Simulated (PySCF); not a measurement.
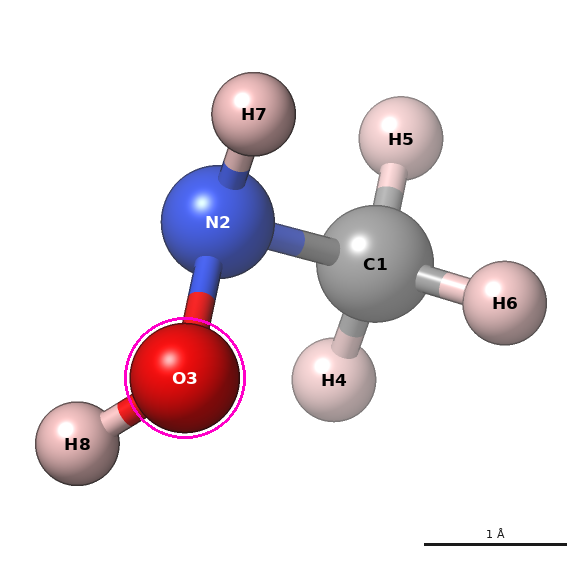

Orthographic view. Depth is shown by fading: the farther an atom, the more it takes the colour of the background. The geometry was computed by an optimisation with GFN2-xTB. No frequency run is at hand to confirm it as a minimum.

Q: Name the neighbours of the circled atom.

A: The circled atom is O3; it is bonded to N2, H8.

Q: Which two atoms are farthest apart in space?

A: H5 and H8, 3.73 Å.

Q: Of C1 and N2, which is nearer the viewer?

A: N2; the bond to C1 points away from the viewer, so it looks shorter than its 1.45 Å.

Q: What is the shortest path along bonds from the circled atom to H5?

A: O3–N2–C1–H5, 3 bonds; through space the two are 3.29 Å apart.
